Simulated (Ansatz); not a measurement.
# CHBrSi: what the fields show

```xyz
4

Si   -0.5012    0.5770   -0.3123
C     0.1774   -0.9935   -0.1016
Br    1.5190   -0.5271    1.2757
H     0.1930   -2.0495   -0.3722
```

Theory: UKS B3LYP/def2-SVP in Ansatz 0.2.0.

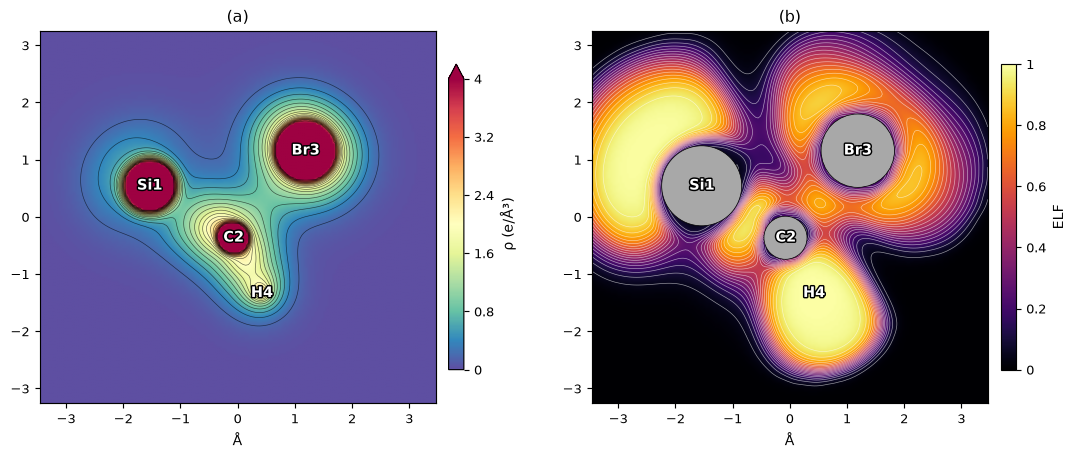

Figure 1. (a) total electron density; (b) ELF on the molecular plane. Grey discs cover the atomic cores in the ELF map.

Question: Interpret the plot.

Answer: The section cuts through Si, C, Br and H sites.
C–Si (1.72 Å): ρ is about 1.1 e/Å³ halfway; the ELF peaks at about 0.90 between the atoms (a covalent bond).
C–Br (1.98 Å): the density is about 0.93 e/Å³ at the midpoint; the ELF peaks at about 0.80 between the atoms: a covalent bond.
C–H (1.09 Å): ρ at the midpoint is about 2 e/Å³; the ELF climbs to about 1 towards the hydrogen, as it does in any bond to H: an ordinary covalent bond to hydrogen.
The ELF also peaks beside Br3 and Si1, away from the bonds: lone-pair regions.

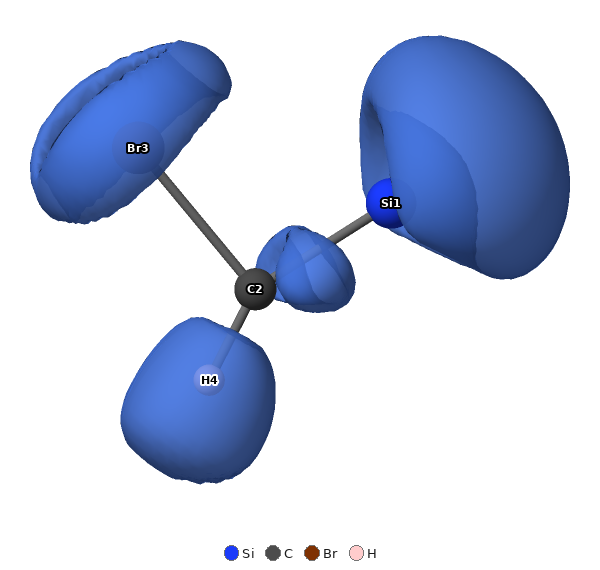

Figure 2. Isosurface of the electron localisation function at 0.85 (blue), seen across its widest extent. Only the valence region is drawn (cores and ρ < 0.01 e/Å³ removed).

Question: Describe the localisation domains.

Answer: The surface consists of one region between bonded C–Si atoms (shared pairs), one region around a hydrogen nucleus, one lobe on Si, pointing away from the bonds (lone pairs) and one region wrapped around Br (its lone pairs, merged into a ring or cap).

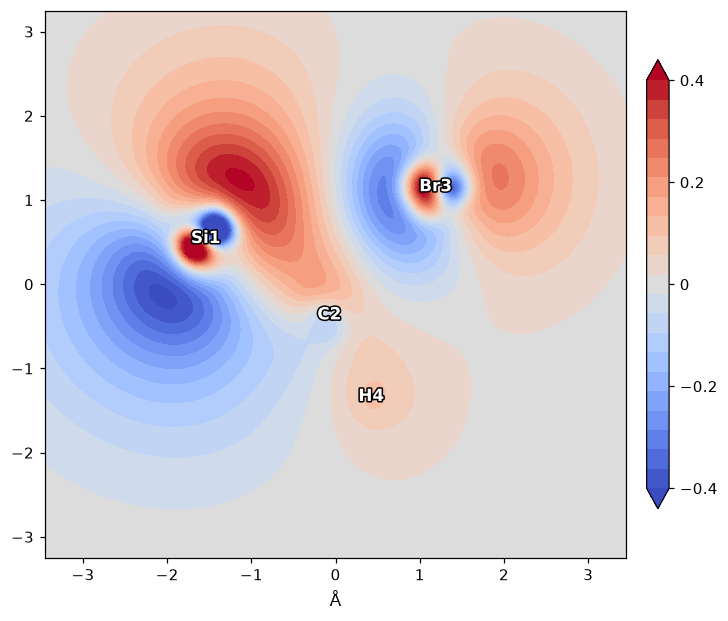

Figure 3. The LUMO on the molecular plane (values in Å⁻³ᐟ²; the overall sign is arbitrary).

Question: Describe this orbital and give its energy.

Answer: By Hirshfeld shares it lies mainly on Si1 (about 75 %), Br3 (about 20 %) and C2 (about 5 %); it is symmetric in the molecular plane (an in-plane orbital: σ, lone-pair or in-plane π type). Its energy is −2.63 eV.
